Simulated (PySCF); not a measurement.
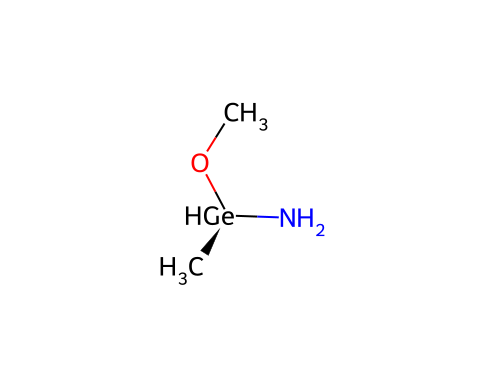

(Drawn from a calculation with PySCF.)

A structural formula.

> Transcribe the drawing into SMILES.

C[O][Ge@H]([CH3])[NH2]

> What is the molecular formula?

C2H9GeNO.

> An optimisation with PBE0-D3(BJ)/def2-SVP gave a structure of which point group?

C1.
